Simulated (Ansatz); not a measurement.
## Run report: AlSiH$_{3}$ClOF, molecular dynamics (part 1 of 2)

- system: AlSiH$_{3}$ClOF
- method: RKS PBE0-D4/6-31G (Ansatz 0.2.0)

It belongs to a series of runs on one base structure; here: dynamics from the start.

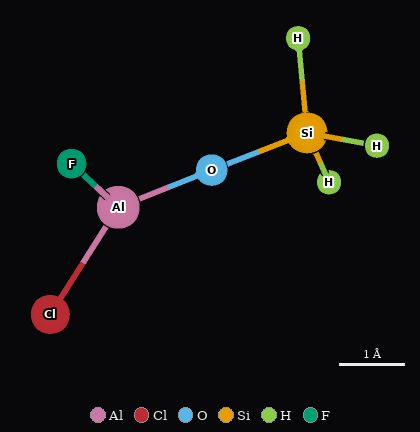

The starting structure (ball-and-stick view, seen at a tilt). Sticks mark near contacts.

**Summary**

```tsv
quantity	value
outcome	finished
mean temperature over the second half	835 K
trajectory	150 steps, 37.5 fs
ensemble	nvt_nose_hoover
temperature in the input	1500.0 K
time step	0.25 fs
potential energy (last step)	−31795.3797 eV
mean-field energy (last step)	−31795.2257 eV
largest force (length of the vector) (last step)	2.185 eV/Å
hardware	1 thread of Intel Xeon @ 2.90GHz (Ice Lake), 192 GiB of memory available, shared host
wall time	7.8 min
peak memory	0.15 GiB
```

So short a trajectory is not equilibrated. The temperature stays far from the 1500 K of the thermostat over the second half: the run isn't equilibrated.

**The input**
```yaml
crystal:
  periodic: [false, false, false]
  atoms:
    - { symbol: Al, position_ang: [-0.128854, 0.01757, 0.093585] }
    - { symbol: Cl, position_ang: [-0.190195, 0.315611, 2.235343] }
    - { symbol: O, position_ang: [1.151396, -0.765573, -0.642845] }
    - { symbol: Si, position_ang: [2.459281, -1.551679, -1.389729] }
    - { symbol: H, position_ang: [1.946787, -2.73192, -2.163962] }
    - { symbol: H, position_ang: [3.143, -0.591161, -2.320199] }
    - { symbol: H, position_ang: [3.425838, -2.016334, -0.338246] }
    - { symbol: F, position_ang: [-1.443353, 0.621987, -0.789047] }
basis:
  gaussian: { orbitals: "6-31G" }
hamiltonian:
  xc: pbe0
  dispersion: d4
md:
  timestep: 0.25
  n_steps: 150
  ensemble: nvt_nose_hoover
  temperature: 1500.0
  initial_velocities: maxwell_boltzmann
  seed: 688036
  nose_hoover: { tau: 100.0, chain_length: 5 }
```

Launched with:
```bash
ansatz run input.yaml --threads 1 --pin off --max-ram 2048MiB --backend cpu --events-out ev --progress --plain --runs-dir out
```

**What the program printed**
```
Engine: ansatz 0.2.0, x86_64-unknown-linux-gnu
Functional definition: PBE0
  parameter a = 0.25
  parameter kappa = 0.804
  parameter beta = 0.06672455060314922
  exchange = (1 - a)*pbe_x(kappa = kappa, mu = beta*pi^2/3) + a*exact_x
  correlation = pbe_c(beta = beta)
731 factors; integrals over basis functions are off by at most 1.6e-4 eV
mean field evaluation 1: about -31788.8975 eV, gradient 6.2e1 eV
mean field evaluation 2: about -31771.7459 eV, gradient 1.1e2 eV
mean field evaluation 4: about -31795.7007 eV, gradient 6.4e0 eV
mean field evaluation 8: about -31795.8223 eV, gradient 5.3e-2 eV
mean field -31795.82227835 eV, -1168.4749167470 hartree, gradient 1.6e-5 eV, S^2 0.000000; 0 other end points of the search recorded, 0 dependent functions left out
the calculation of the forces begins
reference -31795.82231565 eV, -1168.4749181177 hartree; 32, 32 occupied and 31, 31 virtual orbitals, 731 factors
md step     0: t =     0.00 fs  T =  1500.0 K  F+E_penalty+E_count = -31795.97617611 eV  E_kin = 1.163340 eV  conserved = -31794.81283612 eV  (24 SCF iters)
these checks for a lower state are left out or cut short: starts, cluster_reference, orbital_swaps, neighbouring_geometries, increment
731 factors; integrals over basis functions are off by at most 1.6e-4 eV
mean field evaluation 16: about -31795.7691 eV, gradient 3.8e-1 eV
mean field -31795.82106639 eV, -1168.4748722083 hartree, gradient 1.9e-5 eV, S^2 0.000000; 0 other end points of the search recorded, 0 dependent functions left out
the calculation of the forces begins
reference -31795.82110368 eV, -1168.4748735788 hartree; 32, 32 occupied and 31, 31 virtual orbitals, 731 factors
md step     1: t =     0.25 fs  T =  1498.5 K  F+E_penalty+E_count = -31795.97501390 eV  E_kin = 1.162179 eV  conserved = -31794.81283497 eV  (23 SCF iters)
[... from here on the SCF iterations and repeated set-up lines of each step are left out, up to the last step ...]
md step     2: t =     0.50 fs  T =  1493.9 K  F+E_penalty+E_count = -31795.97145246 eV  E_kin = 1.158623 eV  conserved = -31794.81282937 eV  (24 SCF iters)
md step     3: t =     0.75 fs  T =  1486.4 K  F+E_penalty+E_count = -31795.96558527 eV  E_kin = 1.152766 eV  conserved = -31794.81281959 eV  (24 SCF iters)
md step     4: t =     1.00 fs  T =  1476.0 K  F+E_penalty+E_count = -31795.95757109 eV  E_kin = 1.144765 eV  conserved = -31794.81280610 eV  (23 SCF iters)
md step     5: t =     1.25 fs  T =  1463.2 K  F+E_penalty+E_count = -31795.94762648 eV  E_kin = 1.134838 eV  conserved = -31794.81278963 eV  (23 SCF iters)
md step     6: t =     1.50 fs  T =  1448.3 K  F+E_penalty+E_count = -31795.93601575 eV  E_kin = 1.123246 eV  conserved = -31794.81277086 eV  (24 SCF iters)
md step     7: t =     1.75 fs  T =  1431.6 K  F+E_penalty+E_count = -31795.92303942 eV  E_kin = 1.110292 eV  conserved = -31794.81275011 eV  (23 SCF iters)
md step     8: t =     2.00 fs  T =  1413.6 K  F+E_penalty+E_count = -31795.90902333 eV  E_kin = 1.096299 eV  conserved = -31794.81272883 eV  (23 SCF iters)
md step     9: t =     2.25 fs  T =  1394.6 K  F+E_penalty+E_count = -31795.89430385 eV  E_kin = 1.081603 eV  conserved = -31794.81270800 eV  (23 SCF iters)
md step    10: t =     2.50 fs  T =  1375.2 K  F+E_penalty+E_count = -31795.87921439 eV  E_kin = 1.066537 eV  conserved = -31794.81268789 eV  (23 SCF iters)
md step    11: t =     2.75 fs  T =  1355.7 K  F+E_penalty+E_count = -31795.86407353 eV  E_kin = 1.051420 eV  conserved = -31794.81266902 eV  (23 SCF iters)
md step    12: t =     3.00 fs  T =  1336.5 K  F+E_penalty+E_count = -31795.84917452 eV  E_kin = 1.036542 eV  conserved = -31794.81265342 eV  (23 SCF iters)
md step    13: t =     3.25 fs  T =  1318.0 K  F+E_penalty+E_count = -31795.83477065 eV  E_kin = 1.022159 eV  conserved = -31794.81264020 eV  (23 SCF iters)
md step    14: t =     3.50 fs  T =  1300.3 K  F+E_penalty+E_count = -31795.82107198 eV  E_kin = 1.008478 eV  conserved = -31794.81263040 eV  (23 SCF iters)
md step    15: t =     3.75 fs  T =  1283.8 K  F+E_penalty+E_count = -31795.80823652 eV  E_kin = 0.995660 eV  conserved = -31794.81262373 eV  (23 SCF iters)
md step    16: t =     4.00 fs  T =  1268.5 K  F+E_penalty+E_count = -31795.79636933 eV  E_kin = 0.983807 eV  conserved = -31794.81262065 eV  (23 SCF iters)
md step    17: t =     4.25 fs  T =  1254.5 K  F+E_penalty+E_count = -31795.78552025 eV  E_kin = 0.972972 eV  conserved = -31794.81262028 eV  (23 SCF iters)
md step    18: t =     4.50 fs  T =  1241.9 K  F+E_penalty+E_count = -31795.77568915 eV  E_kin = 0.963153 eV  conserved = -31794.81262344 eV  (23 SCF iters)
md step    19: t =     4.75 fs  T =  1230.5 K  F+E_penalty+E_count = -31795.76682690 eV  E_kin = 0.954303 eV  conserved = -31794.81262912 eV  (23 SCF iters)
md step    20: t =     5.00 fs  T =  1220.2 K  F+E_penalty+E_count = -31795.75884382 eV  E_kin = 0.946331 eV  conserved = -31794.81263683 eV  (26 SCF iters)
md step    21: t =     5.25 fs  T =  1210.9 K  F+E_penalty+E_count = -31795.75161652 eV  E_kin = 0.939116 eV  conserved = -31794.81264613 eV  (23 SCF iters)
md step    22: t =     5.50 fs  T =  1202.4 K  F+E_penalty+E_count = -31795.74499582 eV  E_kin = 0.932508 eV  conserved = -31794.81265672 eV  (23 SCF iters)
md step    23: t =     5.75 fs  T =  1194.4 K  F+E_penalty+E_count = -31795.73881390 eV  E_kin = 0.926341 eV  conserved = -31794.81266773 eV  (23 SCF iters)
md step    24: t =     6.00 fs  T =  1186.8 K  F+E_penalty+E_count = -31795.73289327 eV  E_kin = 0.920436 eV  conserved = -31794.81267914 eV  (23 SCF iters)
md step    25: t =     6.25 fs  T =  1179.3 K  F+E_penalty+E_count = -31795.72705189 eV  E_kin = 0.914614 eV  conserved = -31794.81269017 eV  (23 SCF iters)
md step    26: t =     6.50 fs  T =  1171.7 K  F+E_penalty+E_count = -31795.72111068 eV  E_kin = 0.908694 eV  conserved = -31794.81270073 eV  (23 SCF iters)
md step    27: t =     6.75 fs  T =  1163.7 K  F+E_penalty+E_count = -31795.71489773 eV  E_kin = 0.902506 eV  conserved = -31794.81271056 eV  (23 SCF iters)
md step    28: t =     7.00 fs  T =  1155.2 K  F+E_penalty+E_count = -31795.70825285 eV  E_kin = 0.895889 eV  conserved = -31794.81271946 eV  (23 SCF iters)
md step    29: t =     7.25 fs  T =  1145.9 K  F+E_penalty+E_count = -31795.70103173 eV  E_kin = 0.888699 eV  conserved = -31794.81272758 eV  (23 SCF iters)
md step    30: t =     7.50 fs  T =  1135.7 K  F+E_penalty+E_count = -31795.69310784 eV  E_kin = 0.880810 eV  conserved = -31794.81273410 eV  (23 SCF iters)
md step    31: t =     7.75 fs  T =  1124.5 K  F+E_penalty+E_count = -31795.68437753 eV  E_kin = 0.872118 eV  conserved = -31794.81273896 eV  (23 SCF iters)
md step    32: t =     8.00 fs  T =  1112.2 K  F+E_penalty+E_count = -31795.67476264 eV  E_kin = 0.862546 eV  conserved = -31794.81274217 eV  (23 SCF iters)
md step    33: t =     8.25 fs  T =  1098.6 K  F+E_penalty+E_count = -31795.66421355 eV  E_kin = 0.852044 eV  conserved = -31794.81274341 eV  (24 SCF iters)
md step    34: t =     8.50 fs  T =  1083.9 K  F+E_penalty+E_count = -31795.65271339 eV  E_kin = 0.840595 eV  conserved = -31794.81274248 eV  (23 SCF iters)
md step    35: t =     8.75 fs  T =  1067.9 K  F+E_penalty+E_count = -31795.64028154 eV  E_kin = 0.828219 eV  conserved = -31794.81273910 eV  (23 SCF iters)
md step    36: t =     9.00 fs  T =  1050.8 K  F+E_penalty+E_count = -31795.62697745 eV  E_kin = 0.814976 eV  conserved = -31794.81273306 eV  (23 SCF iters)
md step    37: t =     9.25 fs  T =  1032.8 K  F+E_penalty+E_count = -31795.61290361 eV  E_kin = 0.800968 eV  conserved = -31794.81272422 eV  (23 SCF iters)
md step    38: t =     9.50 fs  T =  1013.9 K  F+E_penalty+E_count = -31795.59820761 eV  E_kin = 0.786342 eV  conserved = -31794.81271253 eV  (23 SCF iters)
md step    39: t =     9.75 fs  T =   994.5 K  F+E_penalty+E_count = -31795.58308221 eV  E_kin = 0.771293 eV  conserved = -31794.81269773 eV  (23 SCF iters)
md step    40: t =    10.00 fs  T =   974.9 K  F+E_penalty+E_count = -31795.56776513 eV  E_kin = 0.756055 eV  conserved = -31794.81268103 eV  (23 SCF iters)
md step    41: t =    10.25 fs  T =   955.3 K  F+E_penalty+E_count = -31795.55253138 eV  E_kin = 0.740906 eV  conserved = -31794.81266199 eV  (23 SCF iters)
md step    42: t =    10.50 fs  T =   936.3 K  F+E_penalty+E_count = -31795.53768880 eV  E_kin = 0.726151 eV  conserved = -31794.81264167 eV  (22 SCF iters)
md step    43: t =    10.75 fs  T =   918.2 K  F+E_penalty+E_count = -31795.52356567 eV  E_kin = 0.712117 eV  conserved = -31794.81262111 eV  (26 SCF iters)
md step    44: t =    11.00 fs  T =   901.5 K  F+E_penalty+E_count = -31795.51049613 eV  E_kin = 0.699139 eV  conserved = -31794.81260069 eV  (22 SCF iters)
md step    45: t =    11.25 fs  T =   886.5 K  F+E_penalty+E_count = -31795.49880577 eV  E_kin = 0.687541 eV  conserved = -31794.81258192 eV  (22 SCF iters)
md step    46: t =    11.50 fs  T =   873.7 K  F+E_penalty+E_count = -31795.48879236 eV  E_kin = 0.677620 eV  conserved = -31794.81256594 eV  (22 SCF iters)
md step    47: t =    11.75 fs  T =   863.4 K  F+E_penalty+E_count = -31795.48070823 eV  E_kin = 0.669626 eV  conserved = -31794.81255385 eV  (23 SCF iters)
md step    48: t =    12.00 fs  T =   855.8 K  F+E_penalty+E_count = -31795.47474352 eV  E_kin = 0.663750 eV  conserved = -31794.81254653 eV  (23 SCF iters)
md step    49: t =    12.25 fs  T =   851.1 K  F+E_penalty+E_count = -31795.47101227 eV  E_kin = 0.660105 eV  conserved = -31794.81254460 eV  (23 SCF iters)
md step    50: t =    12.50 fs  T =   849.3 K  F+E_penalty+E_count = -31795.46954274 eV  E_kin = 0.658719 eV  conserved = -31794.81254836 eV  (23 SCF iters)
md step    51: t =    12.75 fs  T =   850.4 K  F+E_penalty+E_count = -31795.47027262 eV  E_kin = 0.659531 eV  conserved = -31794.81255735 eV  (22 SCF iters)
md step    52: t =    13.00 fs  T =   854.1 K  F+E_penalty+E_count = -31795.47305219 eV  E_kin = 0.662391 eV  conserved = -31794.81257217 eV  (22 SCF iters)
md step    53: t =    13.25 fs  T =   860.1 K  F+E_penalty+E_count = -31795.47764806 eV  E_kin = 0.667067 eV  conserved = -31794.81259100 eV  (23 SCF iters)
md step    54: t =    13.50 fs  T =   868.1 K  F+E_penalty+E_count = -31795.48375906 eV  E_kin = 0.673260 eV  conserved = -31794.81261309 eV  (22 SCF iters)
md step    55: t =    13.75 fs  T =   877.6 K  F+E_penalty+E_count = -31795.49103118 eV  E_kin = 0.680616 eV  conserved = -31794.81263720 eV  (23 SCF iters)
md step    56: t =    14.00 fs  T =   888.1 K  F+E_penalty+E_count = -31795.49907714 eV  E_kin = 0.688750 eV  conserved = -31794.81266176 eV  (23 SCF iters)
md step    57: t =    14.25 fs  T =   899.0 K  F+E_penalty+E_count = -31795.50749788 eV  E_kin = 0.697265 eV  conserved = -31794.81268574 eV  (23 SCF iters)
md step    58: t =    14.50 fs  T =   910.0 K  F+E_penalty+E_count = -31795.51590240 eV  E_kin = 0.705770 eV  conserved = -31794.81270818 eV  (23 SCF iters)
md step    59: t =    14.75 fs  T =   920.5 K  F+E_penalty+E_count = -31795.52392602 eV  E_kin = 0.713902 eV  conserved = -31794.81272768 eV  (23 SCF iters)
md step    60: t =    15.00 fs  T =   930.1 K  F+E_penalty+E_count = -31795.53124790 eV  E_kin = 0.721341 eV  conserved = -31794.81274374 eV  (23 SCF iters)
md step    61: t =    15.25 fs  T =   938.4 K  F+E_penalty+E_count = -31795.53760267 eV  E_kin = 0.727821 eV  conserved = -31794.81275563 eV  (23 SCF iters)
md step    62: t =    15.50 fs  T =   945.3 K  F+E_penalty+E_count = -31795.54279011 eV  E_kin = 0.733144 eV  conserved = -31794.81276298 eV  (23 SCF iters)
md step    63: t =    15.75 fs  T =   950.5 K  F+E_penalty+E_count = -31795.54668041 eV  E_kin = 0.737178 eV  conserved = -31794.81276587 eV  (24 SCF iters)
md step    64: t =    16.00 fs  T =   954.0 K  F+E_penalty+E_count = -31795.54921523 eV  E_kin = 0.739865 eV  conserved = -31794.81276439 eV  (23 SCF iters)
md step    65: t =    16.25 fs  T =   955.7 K  F+E_penalty+E_count = -31795.55040603 eV  E_kin = 0.741215 eV  conserved = -31794.81275892 eV  (22 SCF iters)
md step    66: t =    16.50 fs  T =   955.8 K  F+E_penalty+E_count = -31795.55032880 eV  E_kin = 0.741305 eV  conserved = -31794.81274984 eV  (25 SCF iters)
md step    67: t =    16.75 fs  T =   954.5 K  F+E_penalty+E_count = -31795.54911677 eV  E_kin = 0.740267 eV  conserved = -31794.81273782 eV  (22 SCF iters)
md step    68: t =    17.00 fs  T =   951.9 K  F+E_penalty+E_count = -31795.54695050 eV  E_kin = 0.738279 eV  conserved = -31794.81272362 eV  (22 SCF iters)
md step    69: t =    17.25 fs  T =   948.4 K  F+E_penalty+E_count = -31795.54404659 eV  E_kin = 0.735558 eV  conserved = -31794.81270800 eV  (22 SCF iters)
md step    70: t =    17.50 fs  T =   944.3 K  F+E_penalty+E_count = -31795.54064538 eV  E_kin = 0.732344 eV  conserved = -31794.81269179 eV  (22 SCF iters)
md step    71: t =    17.75 fs  T =   939.8 K  F+E_penalty+E_count = -31795.53699779 eV  E_kin = 0.728885 eV  conserved = -31794.81267549 eV  (22 SCF iters)
md step    72: t =    18.00 fs  T =   935.4 K  F+E_penalty+E_count = -31795.53335382 eV  E_kin = 0.725432 eV  conserved = -31794.81266049 eV  (23 SCF iters)
md step    73: t =    18.25 fs  T =   931.2 K  F+E_penalty+E_count = -31795.52994861 eV  E_kin = 0.722218 eV  conserved = -31794.81264716 eV  (23 SCF iters)
md step    74: t =    18.50 fs  T =   927.7 K  F+E_penalty+E_count = -31795.52699292 eV  E_kin = 0.719455 eV  conserved = -31794.81263607 eV  (23 SCF iters)
md step    75: t =    18.75 fs  T =   924.9 K  F+E_penalty+E_count = -31795.52466375 eV  E_kin = 0.717318 eV  conserved = -31794.81262765 eV  (24 SCF iters)
md step    76: t =    19.00 fs  T =   923.1 K  F+E_penalty+E_count = -31795.52309739 eV  E_kin = 0.715944 eV  conserved = -31794.81262219 eV  (23 SCF iters)
md step    77: t =    19.25 fs  T =   922.5 K  F+E_penalty+E_count = -31795.52238502 eV  E_kin = 0.715424 eV  conserved = -31794.81261981 eV  (23 SCF iters)
md step    78: t =    19.50 fs  T =   922.9 K  F+E_penalty+E_count = -31795.52257063 eV  E_kin = 0.715803 eV  conserved = -31794.81262041 eV  (23 SCF iters)
md step    79: t =    19.75 fs  T =   924.6 K  F+E_penalty+E_count = -31795.52365173 eV  E_kin = 0.717078 eV  conserved = -31794.81262385 eV  (23 SCF iters)
md step    80: t =    20.00 fs  T =   927.3 K  F+E_penalty+E_count = -31795.52558177 eV  E_kin = 0.719204 eV  conserved = -31794.81262976 eV  (23 SCF iters)
md step    81: t =    20.25 fs  T =   931.1 K  F+E_penalty+E_count = -31795.52827503 eV  E_kin = 0.722095 eV  conserved = -31794.81263782 eV  (22 SCF iters)
md step    82: t =    20.50 fs  T =   935.6 K  F+E_penalty+E_count = -31795.53161214 eV  E_kin = 0.725633 eV  conserved = -31794.81264753 eV  (23 SCF iters)
md step    83: t =    20.75 fs  T =   940.8 K  F+E_penalty+E_count = -31795.53544710 eV  E_kin = 0.729671 eV  conserved = -31794.81265858 eV  (23 SCF iters)
md step    84: t =    21.00 fs  T =   946.5 K  F+E_penalty+E_count = -31795.53961409 eV  E_kin = 0.734046 eV  conserved = -31794.81267063 eV  (23 SCF iters)
md step    85: t =    21.25 fs  T =   952.3 K  F+E_penalty+E_count = -31795.54393367 eV  E_kin = 0.738578 eV  conserved = -31794.81268275 eV  (23 SCF iters)
md step    86: t =    21.50 fs  T =   958.1 K  F+E_penalty+E_count = -31795.54822074 eV  E_kin = 0.743082 eV  conserved = -31794.81269496 eV  (23 SCF iters)
md step    87: t =    21.75 fs  T =   963.7 K  F+E_penalty+E_count = -31795.55228895 eV  E_kin = 0.747373 eV  conserved = -31794.81270686 eV  (23 SCF iters)
md step    88: t =    22.00 fs  T =   968.7 K  F+E_penalty+E_count = -31795.55595613 eV  E_kin = 0.751268 eV  conserved = -31794.81271816 eV  (26 SCF iters)
md step    89: t =    22.25 fs  T =   973.0 K  F+E_penalty+E_count = -31795.55904866 eV  E_kin = 0.754593 eV  conserved = -31794.81272869 eV  (23 SCF iters)
md step    90: t =    22.50 fs  T =   976.3 K  F+E_penalty+E_count = -31795.56140494 eV  E_kin = 0.757188 eV  conserved = -31794.81273826 eV  (23 SCF iters)
md step    91: t =    22.75 fs  T =   978.5 K  F+E_penalty+E_count = -31795.56287909 eV  E_kin = 0.758906 eV  conserved = -31794.81274696 eV  (22 SCF iters)
md step    92: t =    23.00 fs  T =   979.4 K  F+E_penalty+E_count = -31795.56334281 eV  E_kin = 0.759618 eV  conserved = -31794.81275403 eV  (23 SCF iters)
md step    93: t =    23.25 fs  T =   978.9 K  F+E_penalty+E_count = -31795.56269014 eV  E_kin = 0.759220 eV  conserved = -31794.81275959 eV  (23 SCF iters)
md step    94: t =    23.50 fs  T =   976.9 K  F+E_penalty+E_count = -31795.56083960 eV  E_kin = 0.757628 eV  conserved = -31794.81276338 eV  (22 SCF iters)
md step    95: t =    23.75 fs  T =   973.2 K  F+E_penalty+E_count = -31795.55773788 eV  E_kin = 0.754790 eV  conserved = -31794.81276525 eV  (22 SCF iters)
md step    96: t =    24.00 fs  T =   967.9 K  F+E_penalty+E_count = -31795.55336306 eV  E_kin = 0.750683 eV  conserved = -31794.81276480 eV  (23 SCF iters)
md step    97: t =    24.25 fs  T =   961.0 K  F+E_penalty+E_count = -31795.54772864 eV  E_kin = 0.745320 eV  conserved = -31794.81276203 eV  (23 SCF iters)
md step    98: t =    24.50 fs  T =   952.5 K  F+E_penalty+E_count = -31795.54088608 eV  E_kin = 0.738754 eV  conserved = -31794.81275669 eV  (23 SCF iters)
md step    99: t =    24.75 fs  T =   942.6 K  F+E_penalty+E_count = -31795.53292751 eV  E_kin = 0.731075 eV  conserved = -31794.81274867 eV  (23 SCF iters)
md step   100: t =    25.00 fs  T =   931.5 K  F+E_penalty+E_count = -31795.52398653 eV  E_kin = 0.722417 eV  conserved = -31794.81273768 eV  (23 SCF iters)
md step   101: t =    25.25 fs  T =   919.3 K  F+E_penalty+E_count = -31795.51423891 eV  E_kin = 0.712955 eV  conserved = -31794.81272450 eV  (23 SCF iters)
md step   102: t =    25.50 fs  T =   906.3 K  F+E_penalty+E_count = -31795.50389784 eV  E_kin = 0.702902 eV  conserved = -31794.81270915 eV  (23 SCF iters)
md step   103: t =    25.75 fs  T =   892.9 K  F+E_penalty+E_count = -31795.49320978 eV  E_kin = 0.692502 eV  conserved = -31794.81269212 eV  (22 SCF iters)
md step   104: t =    26.00 fs  T =   879.4 K  F+E_penalty+E_count = -31795.48244595 eV  E_kin = 0.682028 eV  conserved = -31794.81267418 eV  (23 SCF iters)
md step   105: t =    26.25 fs  T =   866.2 K  F+E_penalty+E_count = -31795.47189095 eV  E_kin = 0.671762 eV  conserved = -31794.81265608 eV  (22 SCF iters)
md step   106: t =    26.50 fs  T =   853.6 K  F+E_penalty+E_count = -31795.46182991 eV  E_kin = 0.661989 eV  conserved = -31794.81263917 eV  (22 SCF iters)
md step   107: t =    26.75 fs  T =   841.9 K  F+E_penalty+E_count = -31795.45253187 eV  E_kin = 0.652977 eV  conserved = -31794.81262390 eV  (22 SCF iters)
md step   108: t =    27.00 fs  T =   831.6 K  F+E_penalty+E_count = -31795.44423558 eV  E_kin = 0.644964 eV  conserved = -31794.81261155 eV  (22 SCF iters)
md step   109: t =    27.25 fs  T =   822.8 K  F+E_penalty+E_count = -31795.43713311 eV  E_kin = 0.638141 eV  conserved = -31794.81260310 eV  (23 SCF iters)
md step   110: t =    27.50 fs  T =   815.7 K  F+E_penalty+E_count = -31795.43135629 eV  E_kin = 0.632641 eV  conserved = -31794.81259901 eV  (23 SCF iters)
md step   111: t =    27.75 fs  T =   810.4 K  F+E_penalty+E_count = -31795.42696725 eV  E_kin = 0.628525 eV  conserved = -31794.81260010 eV  (26 SCF iters)
```
